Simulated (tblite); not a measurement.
# C6H10F2GeO: the cost of one run

Computed with tblite 0.8.0 and PySCF 2.14.0, with density-fitted response routines of our own, on a single molecule in the gas phase. Atoms count from 0, in the outputs and in this text.

### Step 1. Starting geometry

20 atoms, charge 0, multiplicity 1; geometry from: force field or distance geometry start.

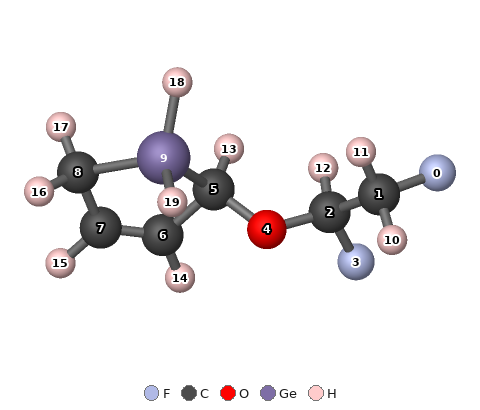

As it starts; fluorine light blue, carbon dark grey, oxygen red, germanium purple, hydrogen pink, atoms numbered.

### Step 2. Relaxing the molecule with GFN2-xTB

Job settings and geometry (Å):

```
{"job": {"kind": "relax", "xc": "GFN2-xTB", "basis": "xTB"}, "charge": 0, "multiplicity": 1}
F      3.776200     1.955400    -0.262400
C      2.511000     1.860800     0.326700
C      2.123400     0.398900     0.226200
F      3.052800    -0.388300     0.874000
O      0.840200     0.150700     0.672500
C     -0.030300    -0.397600    -0.265100
C     -0.610500    -1.598500     0.344900
C     -1.849600    -1.844900     0.261700
C     -2.751700    -0.936900    -0.465600
Ge    -1.648500     0.689900    -0.331500
H      2.604600     2.172200     1.399600
H      1.831500     2.500600    -0.253400
H      2.170800     0.094600    -0.830600
H      0.429400    -0.565800    -1.253400
H      0.084600    -2.295300     0.907700
H     -2.313100    -2.775900     0.739200
H     -3.708300    -0.780600     0.122900
H     -2.947100    -1.222900    -1.514200
H     -1.677200     1.499600    -1.639900
H     -1.893400     1.494700     0.937700
```

Launch:

```bash
$ OMP_NUM_THREADS=1 python probes_run.py task.json out
```

The driver reads the jobs from task.json and runs them one after another.

**Question.** How long does this first job take on 1 thread of Arm Neoverse V1, shared host, and how much memory does it need?

About 1.5 s, with a peak of 0.18 GiB.
